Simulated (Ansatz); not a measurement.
# What InBi (model cell, started as NiAs type) distorts into, part 2 of 2

Which phase does InBi (model cell, started as NiAs type) fall into along its unstable mode, and how much energy does it gain?

Ansatz 0.2.0; DFT PBEsol, scalar-relativistic, plane waves, PAW.

So far, highest frequency on the path or at a solved wavevector (cm⁻¹): step 2 (response at finite wavevector) 119. Also lowest frequency on the path (cm⁻¹): step 2 -16.7.

The structure was built from a prototype and need not be the compound's stable phase.

## (4) The mode frozen in, largest atomic shift 0.32 Å

The atoms are moved along the unstable eigenvector, the largest shift by 0.32 Å, with the cell fixed.

Contents of input.yaml:

```yaml
crystal:
  lattice:
    - [0.0, -7.2430514208, 0.0]
    - [-6.2726665313, -3.6215257104, 0.0]
    - [0.0, 0.0, -7.8990694207]
  atoms:
    - { symbol: In, position: [-7.955e-07, 7.955e-07, -0.0405106069] }
    - { symbol: In, position: [0.6666674622, 0.6666658711, 0.0405111011] }
    - { symbol: In, position: [0.3333333333, 0.3333333333, -4.941e-07] }
    - { symbol: In, position: [-7.955e-07, 7.955e-07, 0.5405106069] }
    - { symbol: In, position: [0.6666674622, 0.6666658711, 0.4594888989] }
    - { symbol: In, position: [0.3333333333, 0.3333333333, 0.5000004941] }
    - { symbol: Bi, position: [0.3753528334, 0.6456571646, 0.75] }
    - { symbol: Bi, position: [0.9789920156, 0.3753528334, 0.75] }
    - { symbol: Bi, position: [0.6456566753, -0.0210107602, 0.75] }
    - { symbol: Bi, position: [0.6876761687, 0.2913138332, 0.25] }
    - { symbol: Bi, position: [0.2913138332, 1.0210079844, 0.25] }
    - { symbol: Bi, position: [0.0210107602, 0.6876766581, 0.25] }
kpoints:
  mp_grid: { grid: [6, 6, 6] }
hamiltonian:
  xc: pbesol
scf:
  occupations: { method: methfessel_paxton, width: 0.2 }
output:
  forces: true
  stress: true
  eigenvalues: true
```

Run with:

```console
$ ansatz run input.yaml --threads 4 --pin off --max-ram 7168MiB --backend cpu --events-out ev --progress --plain --runs-dir out
```

Numbers of over 12 decimals in the logs are rounded to 6 here.

Output:

```text
[...]
k-point 0: bands = [... 80 lower, 7.8206, 8.1689, 9.0804, 10.6461, 10.6461, 11.2887, 11.2887, 11.9299, ... 13 higher]
  k-point 1: bands = [... 80 lower, 8.3039, 8.3039, 9.8703, 10.6832, 10.6832, 11.2479, 11.2479, 11.8555, ... 13 higher]
  k-point 2: bands = [... 80 lower, 9.0864, 9.0864, 10.7787, 10.7787, 10.7855, 10.8665, 11.1241, 11.1277, ... 13 higher]
  k-point 31: bands = [... 80 lower, 9.4828, 9.4828, 9.6608, 9.6608, 10.1560, 10.1560, 10.2939, 10.2939, ... 13 higher]
[key lines of the parts left out:]
SCF converged after 7 iterations
Free energy (F): -106603.637970 eV
Fermi energy:    10.038392 eV
P = ⅓ Tr σ = -0.0422 GPa (-0.422 kbar)
```

It took 8.2 s on 4 threads of Intel Xeon 6975P-C (Granite Rapids), shared host; peak memory 1.7 GiB.

Numbers from this step:

```
pressure                         : -0.04219 GPa
energy from the undistorted cell : -1.187 meV/atom
```

The energy, extrapolated to zero smearing, is -1.19 meV/atom against the undistorted cell.

The run ends at a pressure of -0.04 GPa, with forces up to 0.056 eV/Å.

## (5) Energy along the mode, all amplitudes (two of the runs are shown above)

An imaginary frequency means negative curvature, so the energy should fall and then rise again as anharmonic terms take over.

This step gave:

```yaml
depth_at_the_lowest_point_sampled: 1.187 meV/atom
largest_atomic_shift_at_that_point: 0.32 Å
```

Table of energy from the parent by largest atomic shift:

```
largest atomic shift (Å)  energy from the parent (meV/atom)
                   0.000                                  0
                   0.040                             -0.029
                   0.080                              -0.12
                   0.140                              -0.38
                   0.220                             -0.924
                   0.320                              -1.19
                   0.450                               3.26
                   0.600                               32.1
```

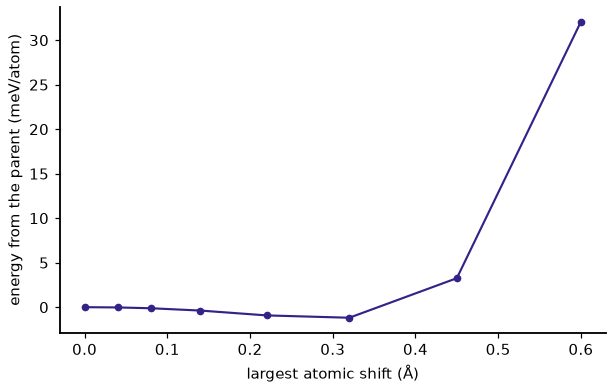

Energy from the parent against largest atomic shift.

Displacement at unit largest shift by atom:

```
atom  x (Å)  y (Å)  z (Å)  size
 In1   0.00   0.00   1.00  1.00
 In2   0.00   0.00  -1.00  1.00
 In3   0.00   0.00   0.00  0.00
 In4   0.00   0.00  -1.00  1.00
 In5   0.00   0.00   1.00  1.00
 In6   0.00   0.00   0.00  0.00
 Bi7   0.41  -0.71   0.00  0.82
 Bi8  -0.82   0.00   0.00  0.82
 Bi9   0.41   0.71   0.00  0.82
Bi10   0.82   0.00   0.00  0.82
Bi11  -0.41   0.71   0.00  0.82
Bi12  -0.41  -0.71   0.00  0.82
```

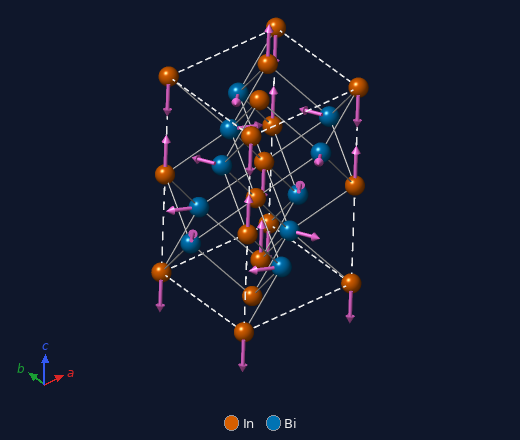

Displacement at unit largest shift as arrows, the longest 1 Å. Some periodic images of atoms are drawn too.

The lowest of the steps tried is at 0.32 Å, 1.19 meV/atom below the parent; the bottom of the well need not coincide with a step.

## (6) Relaxation from the frozen mode

Starting from the lowest point found, all atoms and the cell are let go, so that strain and other modes of the same symmetry can join in.

input.yaml, as its differences from that of step 4:

```diff
@@ -28 +28,6 @@
   eigenvalues: true
+relax:
+  adjacent_minimum: "off"
+  f_tol: 0.002
+  max_steps: 120
+  cell: { stress_tol: 0.03 }
```

Output:

```text
[...]
Crystal: 12 atoms, lattice volume = 358.880 Å³
Basis set: ecut = 420 eV, 6987 PW (Γ), exchange–correlation on 100×100×108 points (8 copies of the dense FFT grid, shifted against one another)
Bands: 101, of which v1, the nominal top of the filled ones, is band 84 counted from 1 (83 counted from 0)
Symmetry: 12 space group operations
[...]
k-points: 32 of 216
[...]
SCF iter   1: F=—  HF=-106603.648668 eV  |F-HF|=—  |Δ(HF+E_count)|=         —  Δρ=2.80e-3  dr2=2.57e-2  ethr=1.77e-3  ⟨swp⟩=6.7  Hψ=13726  notcnv=0
[...]
SCF iter   7: F=-106603.637970 eV  HF=-106603.637970 eV  |F-HF|=1.16e-8  |Δ(HF+E_count)|=   2.80e-8  S|Δr|=    0.00e0  Δρ=2.60e-6  dr2=3.78e-8  ethr=5.95e-11  ⟨swp⟩=10.7  Hψ=15896  notcnv=0
SCF 1 converged in 7 iterations: F = -106603.637970 eV  dr2 = 3.78e-8
[...]
relax step   1: F+E_penalty+E_count = -106603.63797047 eV  Δ(F+E_penalty+E_count) = +0.000e0 eV  max|allowed force component| = 5.566e-2 eV/Å  Δτ_max = 0.0000 Å  P = -0.042 GPa  Ω = 358.880 Å³  (7 SCF iters, dr2 threshold 1.00e-7 eV, accepted)
Crystal: 12 atoms, lattice volume = 357.590 Å³
Basis set: ecut = 420 eV, 6963 PW (Γ), exchange–correlation on 100×100×108 points (8 copies of the dense FFT grid, shifted against one another)
[...]
SCF iter   5: F=-106603.645620 eV  HF=-106603.645620 eV  |F-HF|=8.43e-9  |Δ(HF+E_count)|=   9.88e-8  S|Δr|=    0.00e0  Δρ=3.43e-6  dr2=7.55e-8  ethr=1.15e-10  ⟨swp⟩=7.6  Hψ=14379  notcnv=0
SCF 2 converged in 5 iterations: F = -106603.645620 eV  dr2 = 7.55e-8
[...]
relax step   2: F+E_penalty+E_count = -106603.64562025 eV  Δ(F+E_penalty+E_count) = -7.650e-3 eV  max|allowed force component| = 1.349e-2 eV/Å  Δτ_max = 0.0081 Å  P = +0.103 GPa  Ω = 357.590 Å³  energy of the carried Pulay correction = +2.512e-4 eV  (5 SCF iters, dr2 threshold 1.94e-7 eV, accepted)
Crystal: 12 atoms, lattice volume = 356.609 Å³
Basis set: ecut = 420 eV, 6957 PW (Γ), exchange–correlation on 100×100×108 points (8 copies of the dense FFT grid, shifted against one another)
[...]
SCF iter   6: F=-106603.660253 eV  HF=-106603.660253 eV  |F-HF|=3.39e-9  |Δ(HF+E_count)|=   3.46e-8  S|Δr|=    0.00e0  Δρ=2.46e-6  dr2=3.23e-8  ethr=1.46e-10  ⟨swp⟩=7.6  Hψ=12451  notcnv=0
SCF 3 converged in 6 iterations: F = -106603.660253 eV  dr2 = 3.23e-8
relax step   3: F+E_penalty+E_count = -106603.66025277 eV  Δ(F+E_penalty+E_count) = -1.463e-2 eV  max|allowed force component| = 5.892e-2 eV/Å  Δτ_max = 0.0314 Å  P = +0.212 GPa  Ω = 356.609 Å³  energy of the carried Pulay correction = +4.428e-4 eV  (6 SCF iters, dr2 threshold 2.44e-7 eV, accepted)
[... from here on, the SCF cycles and remarks between the steps are left out ...]
relax step   4: F+E_penalty+E_count = -106603.69628540 eV  Δ(F+E_penalty+E_count) = -3.603e-2 eV  max|allowed force component| = 9.861e-2 eV/Å  Δτ_max = 0.0566 Å  P = +0.440 GPa  Ω = 354.871 Å³  energy of the carried Pulay correction = +7.835e-4 eV  (6 SCF iters, dr2 threshold 5.12e-7 eV, accepted)
relax step   5: F+E_penalty+E_count = -106603.75229238 eV  Δ(F+E_penalty+E_count) = -5.601e-2 eV  max|allowed force component| = 1.230e-1 eV/Å  Δτ_max = 0.0673 Å  P = +0.633 GPa  Ω = 353.709 Å³  energy of the carried Pulay correction = +1.012e-3 eV  (6 SCF iters, dr2 threshold 1.20e-6 eV, accepted)
relax step   6: F+E_penalty+E_count = -106603.80804791 eV  Δ(F+E_penalty+E_count) = -5.576e-2 eV  max|allowed force component| = 1.100e-1 eV/Å  Δτ_max = 0.0573 Å  P = +0.620 GPa  Ω = 354.351 Å³  energy of the carried Pulay correction = +8.857e-4 eV  (5 SCF iters, dr2 threshold 1.20e-6 eV, accepted)
relax step   7: F+E_penalty+E_count = -106603.85178283 eV  Δ(F+E_penalty+E_count) = -4.373e-2 eV  max|allowed force component| = 1.939e-1 eV/Å  Δτ_max = 0.1835 Å  P = -0.532 GPa  Ω = 363.472 Å³  energy of the carried Pulay correction = -8.866e-4 eV  (6 SCF iters, dr2 threshold 1.20e-6 eV, accepted)
relax step   8: F+E_penalty+E_count = -106603.71881983 eV  Δ(F+E_penalty+E_count) = +1.330e-1 eV  max|allowed force component| = 5.254e-1 eV/Å  Δτ_max = 0.1130 Å  P = +0.905 GPa  Ω = 357.443 Å³  energy of the carried Pulay correction = +2.800e-4 eV  (6 SCF iters, dr2 threshold 1.20e-6 eV, rejected (line search))
relax step   9: F+E_penalty+E_count = -106603.87974362 eV  Δ(F+E_penalty+E_count) = -2.796e-2 eV  max|allowed force component| = 2.944e-2 eV/Å  Δτ_max = 0.0539 Å  P = -0.117 GPa  Ω = 360.265 Å³  energy of the carried Pulay correction = -2.685e-4 eV  (10 SCF iters, accepted)
relax step  10: F+E_penalty+E_count = -106603.88036014 eV  Δ(F+E_penalty+E_count) = -6.165e-4 eV  max|allowed force component| = 1.512e-2 eV/Å  Δτ_max = 0.0226 Å  P = +0.162 GPa  Ω = 358.566 Å³  energy of the carried Pulay correction = +6.119e-5 eV  (6 SCF iters, dr2 threshold 5.42e-8 eV, accepted)
relax step  11: F+E_penalty+E_count = -106603.88105514 eV  Δ(F+E_penalty+E_count) = -6.950e-4 eV  max|allowed force component| = 1.279e-3 eV/Å  Δτ_max = 0.0084 Å  P = +0.006 GPa  Ω = 359.660 Å³  energy of the carried Pulay correction = -1.513e-4 eV  (5 SCF iters, dr2 threshold 8.48e-8 eV, accepted)
relax step  12: F+E_penalty+E_count = -106603.88542981 eV  Δ(F+E_penalty+E_count) = -4.375e-3 eV  max|allowed force component| = 1.418e-3 eV/Å  Δτ_max = 0.0000 Å  P = +0.040 GPa  Ω = 359.660 Å³  stress off target by 1.21e-1 GPa  SCF on the basis re-selected at this cell (its energy is not comparable with the rows above)  (7 SCF iters)
relax step  13: F+E_penalty+E_count = -106603.88597214 eV  Δ(F+E_penalty+E_count) = -5.423e-4 eV  max|allowed force component| = 2.717e-3 eV/Å  Δτ_max = 0.0044 Å  P = +0.013 GPa  Ω = 359.923 Å³  energy of the carried Pulay correction = -5.352e-5 eV  (5 SCF iters, dr2 threshold 3.69e-8 eV, accepted)
relax step  14: F+E_penalty+E_count = -106603.88596169 eV  Δ(F+E_penalty+E_count) = +1.045e-5 eV  max|allowed force component| = 5.287e-3 eV/Å  Δτ_max = 0.0047 Å  P = -0.013 GPa  Ω = 360.176 Å³  energy of the carried Pulay correction = -1.039e-4 eV  (6 SCF iters, dr2 threshold 3.12e-9 eV, accepted)
relax step  15: F+E_penalty+E_count = -106603.88602114 eV  Δ(F+E_penalty+E_count) = -5.945e-5 eV  max|allowed force component| = 8.923e-5 eV/Å  Δτ_max = 0.0018 Å  P = +0.000 GPa  Ω = 360.060 Å³  energy of the carried Pulay correction = -8.125e-5 eV  (5 SCF iters, dr2 threshold 1.75e-9 eV, accepted)
[...]
SCF iter   4: F=-106603.886117 eV  HF=-106603.886117 eV  |F-HF|=1.46e-11  |Δ(HF+E_count)|=  1.02e-10  S|Δr|=    0.00e0  Δρ=9.42e-8  dr2=2.40e-11  ethr=1.00e-12  ⟨swp⟩=7.6  Hψ=14455  notcnv=0
SCF 16 converged in 4 iterations: F = -106603.886117 eV  dr2 = 2.40e-11
relax step  16: F+E_penalty+E_count = -106603.88611731 eV  Δ(F+E_penalty+E_count) = -9.617e-5 eV  max|allowed force component| = 8.908e-5 eV/Å  Δτ_max = 0.0000 Å  P = -0.000 GPa  Ω = 360.060 Å³  stress off target by 2.28e-4 GPa  SCF on the basis re-selected at this cell (its energy is not comparable with the rows above)  (4 SCF iters)
[...]
SCF converged after 4 iterations
[...]
Free energy (F): -106603.886117 eV
[...]
Internal energy: -106603.901986 eV  (E = F + TS)
E sigma→0 (E₀):  -106603.890085 eV
Entropy (-TS):   0.015869 eV (1.322 meV/atom)
Fermi energy:    10.227865 eV
[...]
--- Forces (eV/Å), atoms counted from 1 ---
  atom   1  In     0.00000000     0.00000000     0.00004091
  atom   2  In    -0.00000000    -0.00000000    -0.00004091
  atom   3  In    -0.00000000     0.00000000    -0.00000000
  atom   4  In    -0.00000000     0.00000000    -0.00004091
  atom   5  In     0.00000000    -0.00000000     0.00004091
  atom   6  In     0.00000000     0.00000000     0.00000000
  atom   7  Bi    -0.00006032     0.00006803    -0.00000000
  atom   8  Bi     0.00008908     0.00001822     0.00000000
  atom   9  Bi    -0.00002876    -0.00008625    -0.00000000
  atom  10  Bi    -0.00008908    -0.00001822    -0.00000000
  atom  11  Bi     0.00006032    -0.00006803     0.00000000
  atom  12  Bi     0.00002876     0.00008625     0.00000000
  max |Σ_I F_I| component: 9.26e-18 eV/Å
--- Stress (GPa, compression-positive) ---
       -0.000228      -0.000000       0.000000
        0.000000      -0.000228       0.000000
        0.000000       0.000000       0.000170
  P = ⅓ Tr σ = -0.0001 GPa (-0.001 kbar)
--- Band table (eV; the first three rows and the last of 32) ---
  k-point 0: bands = [... 80 lower, 8.1455, 8.4566, 8.4566, 12.0045, 12.0213, 12.0213, 12.2022, 12.6929, ... 13 higher]
  k-point 1: bands = [... 80 lower, 8.6626, 8.6626, 9.1879, 11.0873, 11.3032, 11.7654, 11.7654, 12.2886, ... 13 higher]
  k-point 2: bands = [... 80 lower, 9.0635, 9.0635, 9.9896, 10.1004, 10.5170, 11.0240, 11.0240, 11.5023, ... 13 higher]
  k-point 31: bands = [... 80 lower, 9.9689, 9.9689, 10.3019, 10.3019, 10.3883, 10.3883, 10.6601, 10.6601, ... 13 higher]
--- Relaxed structure (14 steps of the walk, 13 accepted, 2 SCFs on fresh bases) ---
  F+E_penalty+E_count = -106603.88611731 eV   max|allowed force component| = 8.908e-5 eV/Å   (the final SCF, on the basis selected at the relaxed cell)
  cell:  # Å, volume = 360.0599 Å³
    - [-7.577802245653064e-18, -6.841888, 0.0]
    - [-5.925249, -3.420944, 0.0]
    - [0.0, 0.0, -8.881621]
  atoms:
    - { symbol: In, position: [-8.723880625226405e-17, -1.342305105613992e-17, -0.063559] }
    - { symbol: In, position: [0.666667, 0.666667, 0.063559] }
    - { symbol: In, position: [0.333333, 0.333333, 2.5929002837794474e-17] }
    - { symbol: In, position: [-8.723880625226405e-17, -1.342305105613992e-17, 0.563559] }
    - { symbol: In, position: [0.666667, 0.666667, 0.436441] }
    - { symbol: In, position: [0.333333, 0.333333, 0.5] }
    - { symbol: Bi, position: [0.427576, 0.600399, 0.750000] }
    - { symbol: Bi, position: [0.972025, 0.427576, 0.750000] }
    - { symbol: Bi, position: [0.600399, -0.027975, 0.750000] }
    - { symbol: Bi, position: [0.694642, 0.239090, 0.25] }
    - { symbol: Bi, position: [0.239090, 1.066268, 0.25] }
    - { symbol: Bi, position: [0.066268, 0.694642, 0.25] }
```

It took 2.4 min on 4 threads; peak memory 1.7 GiB.

Relaxation path:

```
step  energy less that of the first step (eV)  largest force component (eV/Å)  pressure (GPa)  volume (Å³)
   1                                   0.0000                          0.0557           -0.04       358.88
   2                                  -0.0076                          0.0135            0.10       357.59
   3                                  -0.0223                          0.0589            0.21       356.61
   4                                  -0.0583                          0.0986            0.44       354.87
   5                                  -0.1143                          0.1230            0.63       353.71
   6                                  -0.1701                          0.1100            0.62       354.35
   7                                  -0.2138                          0.1939           -0.53       363.47
   8                                  -0.0808                          0.5254            0.90       357.44
   9                                  -0.2418                          0.0294           -0.12       360.26
  10                                  -0.2424                          0.0151            0.16       358.57
  11                                  -0.2431                          0.0013            0.01       359.66
 12*                                  -0.2475                          0.0014            0.04       359.66
  13                                  -0.2480                          0.0027            0.01       359.92
  14                                  -0.2480                          0.0053           -0.01       360.18
  15                                  -0.2481                          0.0001            0.00       360.06
 16*                                  -0.2481                          0.0001            0.00       360.06
```

Relaxation steps marked * repeat the geometry before them on a plane-wave basis chosen anew for their cell, so energy and pressure can jump there. Relaxation step 8 was tried and not accepted.

Forces are held to the 12 operations that the run works with; a distortion that breaks them can't arise in this run.

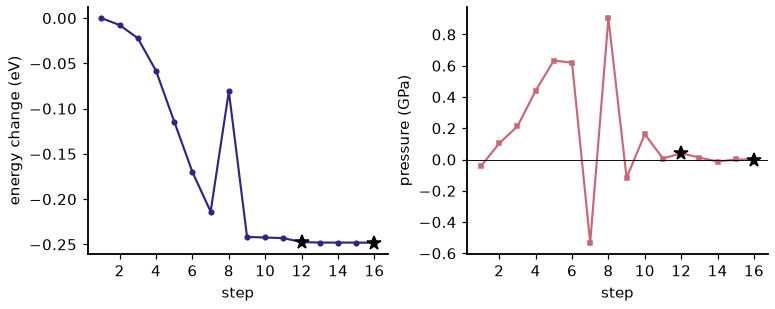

Energy and pressure along the relaxation. Stars mark steps on a basis chosen anew.

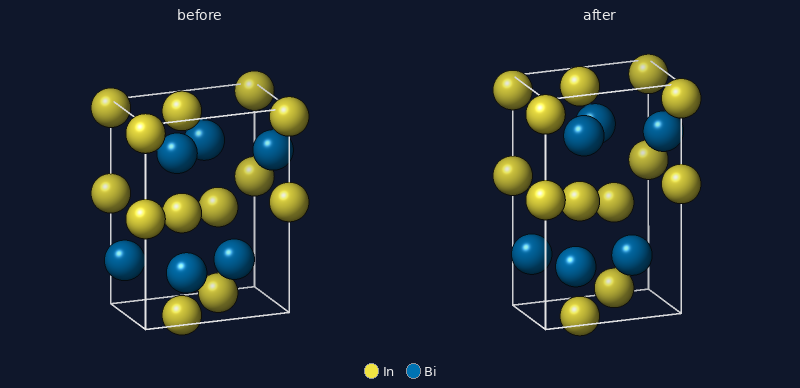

Before and after, at one scale.

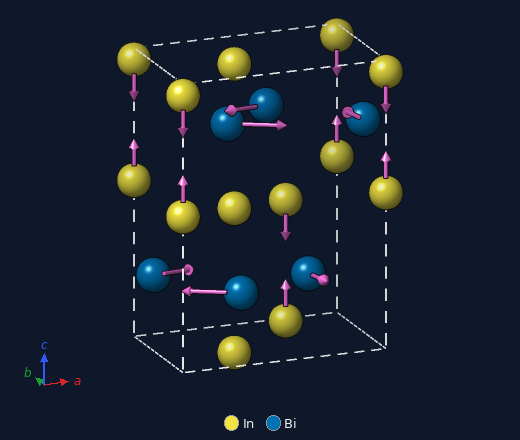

Displacements in the relaxation, exaggerated, measured against the changing cell; the longest in the cell stands for 0.34 Å. Some periodic images of atoms are drawn too.

```
     cell as run  before  after   change
           a (Å)   7.243  6.842   -5.5 %
           b (Å)   7.243  6.842   -5.5 %
           c (Å)   7.899  8.882  +12.4 %
volume (Å³/atom)   29.91  30.00   +0.3 %
```

The atoms that moved most (Å, as changes of fractional coordinates times the final cell):

```
atom      dx      dy      dz  length
Bi11  -0.268   0.202   0.000   0.336
 Bi7   0.268  -0.202   0.000   0.336
Bi10   0.309   0.131   0.000   0.336
 Bi8  -0.309  -0.131   0.000   0.336
 Bi9   0.041   0.333   0.000   0.336
Bi12  -0.041  -0.333   0.000   0.336
 In1   0.000   0.000   0.205   0.205
 In4   0.000   0.000  -0.205   0.205
```

The relaxed structure:

```xyz
12
Lattice="0.0000 -6.8419 0.0000 -5.9252 -3.4209 0.0000 0.0000 0.0000 -8.8816" Properties=species:S:1:pos:R:3 pbc="T T T"
In    0.0000    0.0000    0.5645
In   -3.9502   -6.8419   -0.5645
In   -1.9751   -3.4209    0.0000
In    0.0000    0.0000   -5.0053
In   -3.9502   -6.8419   -3.8763
In   -1.9751   -3.4209   -4.4408
Bi   -3.5575   -4.9794   -6.6612
Bi   -2.5335   -8.1132   -6.6612
Bi    0.1658   -4.0122   -6.6612
Bi   -1.4167   -5.5706   -2.2204
Bi   -6.3179   -5.2835   -2.2204
Bi   -4.1159   -2.8297   -2.2204
```

Numbers from this step:

- pressure: -9.54e-5 GPa
- volume per atom: 30.00 Å³

The distorted start has space group P6_3/m; the relaxation ends in P6_3/m.

## (7) The phases reached

The phases reached along the modes that were followed are set side by side.

Energies are those of the first relaxation, on the mesh of the frozen mode; space group, volume and gap are those of the last relaxation. Phases, by row:

```
                 mode frozen in  space group  energy from parent (meV/atom)  volume (Å³/atom)  gap on mesh (eV)  lowest zone-centre optical mode (cm⁻¹)  largest shift (Å)
                         parent     P6_3/mmc                              0             29.91                 0                                       –                  –
q = (0.333, 0.333, 0), 14i cm⁻¹       P6_3/m                         -22.08                30                 0                                       –              0.574
```

## (8) Outcome

| Quantity | Value |
| --- | --- |
| unstable mode of the parent | q = (0.333, 0.333, 0), 14i cm⁻¹ |
| depth at the lowest point sampled | 1.19 meV/atom |
| largest atomic shift at that point | 0.32 Å |
| space group reached (within 0.01 Å) | P6_3/m |
| energy gained over the parent (first relaxation, on the mesh of the frozen mode) | 22.1 meV/atom |
| volume per atom, phase reached | 30.0 Å³ |

**Reading.** Along this mode the structure falls into P6_3/m, 22.1 meV/atom below the parent. At the parent's cell the well is 1.187 meV/atom deep on the steps tried, with its lowest point at a shift of 0.32 Å. Relaxing atoms and cell changes the gain by +20.89 meV/atom against the lowest step (energies at zero smearing). Most of the total comes from this relaxation. The modes of the phase reached were not computed on this path. Each path keeps the symmetry of its pattern, so a lower phase may lie along a pattern not tried. With no gap, or one that is small against the smearing, the frequencies hang on the k mesh and the smearing, most of all near Kohn anomalies. Spin-orbit coupling is left out, which can matter for the heavy elements here. The starting cell was built on a prototype and not taken from a measurement, so the phase need not exist.

[Logs are printed without paths, hosts, clocks, repeated set-up lines and the standing remarks that a program may print on its own settings, such as how far it seeks lower states.]

[Hosts, paths, dates, database ids (printed as entryN), source tags and the programs' standing remarks are cut or masked in the printed files.]
